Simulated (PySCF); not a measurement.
**UCISD/STO-3G run of SiH2OF (SMILES O[SiH]F)**

What is the energy change on altering one bond length of SiH2OF at UCISD/STO-3G? 

Program for the calculation: PySCF 2.14.0.

12 further runs of the same task are left out: 1 that didn't finish, 11 set aside as unsound or not needed.

**1. The molecule**

The species is SiH2OF (5 atoms), meant as a doublet with charge 0. As SMILES, `O[SiH]F`. The coordinates come from a PBE0-D4/def2-TZVP relaxation. This is one conformer, not always the lowest.

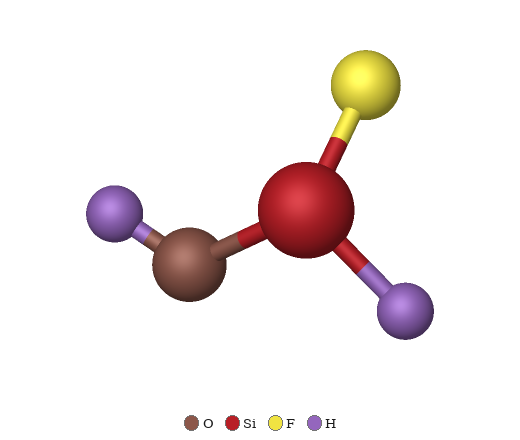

Viewed from a chosen angle; oxygen brown, silicon red, fluorine yellow, hydrogen purple.

**2. The energy at UCISD/STO-3G**

Input file input.py:

```python
from pyscf import gto, ci

system = gto.M(
    atom='''
O       -0.615200      -0.884600      -0.276300
Si       0.283900       0.245700       0.493100
F        0.207000       1.646500      -0.283100
H       -1.564500      -0.765100      -0.338000
H        1.688800      -0.242600       0.404400
''',
    basis='sto-3g',
    max_memory=1860,
    spin=1,
    charge=0,
    verbose=4,
)

calc0 = system.UHF()
calc0.conv_tol = 1e-10
calc0.kernel()
if not calc0.converged:
    calc0 = calc0.newton().run(calc0.mo_coeff, calc0.mo_occ)

cisd = ci.CISD(calc0, frozen=7)
cisd.kernel()
etot = cisd.e_tot
print('Final energy', etot)
```

Command:

```
OMP_NUM_THREADS=1 python input.py
```

The program printed:

```text
PySCF version 2.14.0

[INPUT] num. atoms = 5
[INPUT] num. electrons = 33
[INPUT] charge = 0
[INPUT] spin (= nelec alpha-beta = 2S) = 1
[INPUT] symmetry False subgroup None
[INPUT] Mole.unit = angstrom
[INPUT] Symbol           X                Y                Z      unit          X                Y                Z       unit  Magmom
[INPUT]  1 O     -0.615200000000  -0.884600000000  -0.276300000000 AA   -1.162559511832  -1.671651729790  -0.522131328217 Bohr   0.0
[INPUT]  2 Si     0.283900000000   0.245700000000   0.493100000000 AA    0.536493246764   0.464305708806   0.931823952023 Bohr   0.0
[INPUT]  3 F      0.207000000000   1.646500000000  -0.283100000000 AA    0.391173307785   3.111434064096  -0.534981465864 Bohr   0.0
[INPUT]  4 H     -1.564500000000  -0.765100000000  -0.338000000000 AA   -2.956476521882  -1.445829457905  -0.638727430103 Bohr   0.0
[INPUT]  5 H      1.688800000000  -0.242600000000   0.404400000000 AA    3.191369479165  -0.458447557819   0.764205244774 Bohr   0.0

nuclear repulsion = 110.136766961303
number of shells = 13
number of NR pGTOs = 63
number of NR cGTOs = 21
basis = sto-3g
ecp = {}

******** <class 'pyscf.scf.uhf.UHF'> ********
method = UHF
initial guess = minao
damping factor = 0
level_shift factor = 0
DIIS = <class 'pyscf.scf.diis.CDIIS'>
diis_start_cycle = 1
diis_space = 8
diis_damp = 0
SCF conv_tol = 1e-10
SCF conv_tol_grad = None
SCF max_cycles = 50
direct_scf = True
direct_scf_tol = 1e-13
number electrons alpha = 17  beta = 16
Set gradient conv threshold to 1e-05
init E= -458.507345089473
[... the frontier-level lines of each cycle are left out ...]

cycle= 1 E= -458.509443153568  delta_E= -0.0021  |g|= 0.334  |ddm|= 1.94
cycle= 2 E= -458.607079828591  delta_E= -0.0976  |g|= 0.0827  |ddm|= 0.655
cycle= 3 E= -458.61356549042  delta_E= -0.00649  |g|= 0.0256  |ddm|= 0.147
cycle= 4 E= -458.614810764727  delta_E= -0.00125  |g|= 0.00817  |ddm|= 0.0861
cycle= 5 E= -458.614961030034  delta_E= -0.00015  |g|= 0.00411  |ddm|= 0.0267
cycle= 6 E= -458.615009733457  delta_E= -4.87e-05  |g|= 0.00165  |ddm|= 0.0181
cycle= 7 E= -458.615017862839  delta_E= -8.13e-06  |g|= 0.000551  |ddm|= 0.00823
cycle= 8 E= -458.615018731549  delta_E= -8.69e-07  |g|= 0.000119  |ddm|= 0.003
cycle= 9 E= -458.615018766244  delta_E= -3.47e-08  |g|= 2.7e-05  |ddm|= 0.000606
cycle= 10 E= -458.615018767682  delta_E= -1.44e-09  |g|= 1.17e-05  |ddm|= 9.05e-05
cycle= 11 E= -458.615018768006  delta_E= -3.24e-10  |g|= 3.75e-06  |ddm|= 4.62e-05
cycle= 12 E= -458.615018768043  delta_E= -3.67e-11  |g|= 9.13e-07  |ddm|= 1.77e-05
Extra cycle  E= -458.615018768043  delta_E= -5.68e-13  |g|= 5.54e-07  |ddm|= 1.94e-06
converged SCF energy = -458.615018768043  <S^2> = 0.75467921  2S+1 = 2.0046738

******** <class 'pyscf.ci.ucisd.UCISD'> ********
CISD nocc = (np.int64(10), np.int64(9)), nmo = (14, 14)
frozen orbitals 7
max_cycle = 50
direct = 0
conv_tol = 1e-09
max_cycle = 50
max_space = 12
lindep = 0
nroots = 1
Init t2, MP2 energy = -0.0784630427410687
UCISD converged
E(UCISD) = -458.7123582728818  E_corr = -0.09733950483856058
Final energy -458.7123582728818
```

Wall time 0.82 s (1 thread of Arm Neoverse V1, shared host); peak memory 0.12 GiB.

**3. The distorted shape, same level**

Input file calc.py:

```python
from pyscf import gto, scf, ci

mol = gto.M(
    atom='''
O       -1.317674      -0.640442      -0.231948
Si      -0.418574       0.489858       0.537452
F       -0.495474       1.890658      -0.238748
H       -2.266974      -0.520942      -0.293648
H        1.688800      -0.242600       0.404400
''',
    spin=1,
    verbose=3,
    basis='sto-3g',
    max_memory=1860,
    charge=0,
)

mf = scf.UHF(mol)
mf.conv_tol = 1e-10
mf.kernel()
if not mf.converged:
    mf = mf.newton().run(mf.mo_coeff, mf.mo_occ)

cisd = ci.CISD(mf, frozen=7)
cisd.kernel()
e_tot = cisd.e_tot
print('E(%s) = %.9f' % ('CISD', e_tot))
```

Command:

```
OMP_NUM_THREADS=1 python calc.py
```

The program printed:

```text
converged SCF energy = -458.520777676147  <S^2> = 0.94291199  2S+1 = 2.1844102
E(UCISD) = -458.6224259695595  E_corr = -0.1016482934121312
E(CISD) = -458.622425970
```

Wall time 0.74 s (1 thread of Arm Neoverse V1, shared host); peak memory 0.1 GiB.

**4. Summary of results**

At UCISD/STO-3G, 7 core orbitals frozen:

```
                                                                   quantity          value
                                                  first shape: total energy  -458.71236 Eh
                          first shape: dipole moment (Hartree–Fock density)         1.82 D
    first shape: HOMO energy (Hartree–Fock orbitals) (highest over α and β)       -6.08 eV
     first shape: LUMO energy (Hartree–Fock orbitals) (lowest over α and β)        6.02 eV
                   first shape: correlation energy (7 core orbitals frozen)      -97.3 mEh
                             first shape: ⟨S²⟩ of the reference determinant          0.755
                                              distorted shape: total energy  -458.62243 Eh
                      distorted shape: dipole moment (Hartree–Fock density)         1.61 D
distorted shape: HOMO energy (Hartree–Fock orbitals) (highest over α and β)       -6.26 eV
 distorted shape: LUMO energy (Hartree–Fock orbitals) (lowest over α and β)        5.84 eV
               distorted shape: correlation energy (7 core orbitals frozen)     -101.6 mEh
                         distorted shape: ⟨S²⟩ of the reference determinant          0.943
         energy change with the Si2–H5 bond stretched from 1.490 to 2.235 Å       2.447 eV
```

What this shows: With the Si2–H5 bond stretched from 1.490 to 2.235 Å the energy rises by 2.45 eV (56 kcal/mol). The first shape isn't relaxed at this level, so the change isn't measured from a minimum. The minimal basis adds a large error of its own. ⟨S²⟩ (distorted shape) is 0.94 where a pure doublet has 0.75: the reference is spin-contaminated.
